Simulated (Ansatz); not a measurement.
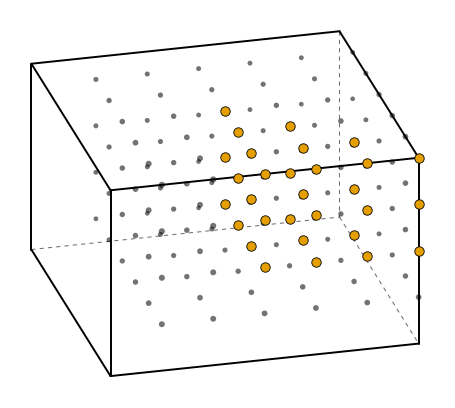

The Γ-centred 6×6×4 k-point mesh of a calculation on ZnHgO2 (DFT, PBE, plane waves, PAW in Ansatz), folded into the first Brillouin zone of the 4-atom cell that was run; each point of the zone's surface is drawn once. One point of each star is marked in colour. Space group P-4m2. The structure was generated and need not be a known form of this composition.

```
Zn O Hg
1.0
     3.32639    0.00000    0.00000
     0.00000    3.32639    0.00000
     0.00000    0.00000    5.19307
Zn O Hg
1 2 1
Direct
  0.00000 0.00000 0.00000
  0.00000 0.50000 0.20343
  0.50000 0.00000 0.79657
  0.50000 0.50000 0.50000
```

**To how many irreducible points do the crystal's point group and time reversal reduce the mesh (magnetic order left aside)?**

30 of 144.

**List one member of each star with its weight, in the reciprocal vectors of this cell.**

| k₁ | k₂ | k₃ | weight |
| --- | --- | --- | --- |
| 0 | 0 | 0 | 1 |
| 0 | 0 | 1/4 | 2 |
| 1/6 | 0 | 0 | 4 |
| 1/6 | 0 | 1/4 | 8 |
| 1/6 | 1/6 | 0 | 4 |
| 1/6 | 1/6 | 1/4 | 8 |
| 0 | 0 | 1/2 | 1 |
| 1/3 | 0 | 0 | 4 |
| 1/6 | 0 | 1/2 | 4 |
| 1/3 | 0 | 1/4 | 8 |
| 1/3 | 1/6 | 0 | 8 |
| 1/6 | 1/6 | 1/2 | 4 |
| 1/3 | 1/6 | 1/4 | 16 |
| 1/3 | 0 | 1/2 | 4 |
| 1/3 | 1/3 | 0 | 4 |
| 1/3 | 1/6 | 1/2 | 8 |
| 1/3 | 1/3 | 1/4 | 8 |
| 1/2 | 0 | 0 | 2 |
| 1/2 | 0 | 1/4 | 4 |
| 1/2 | 1/6 | 0 | 4 |
| 1/2 | 1/6 | 1/4 | 8 |
| 1/3 | 1/3 | 1/2 | 4 |
| 1/2 | 0 | 1/2 | 2 |
| 1/2 | 1/3 | 0 | 4 |
| 1/2 | 1/6 | 1/2 | 4 |
| 1/2 | 1/3 | 1/4 | 8 |
| 1/2 | 1/3 | 1/2 | 4 |
| 1/2 | 1/2 | 0 | 1 |
| 1/2 | 1/2 | 1/4 | 2 |
| 1/2 | 1/2 | 1/2 | 1 |

**How fine is the mesh?**

Spacing |bᵢ|/nᵢ = 0.315, 0.315, 0.302 1/Å (2π included).
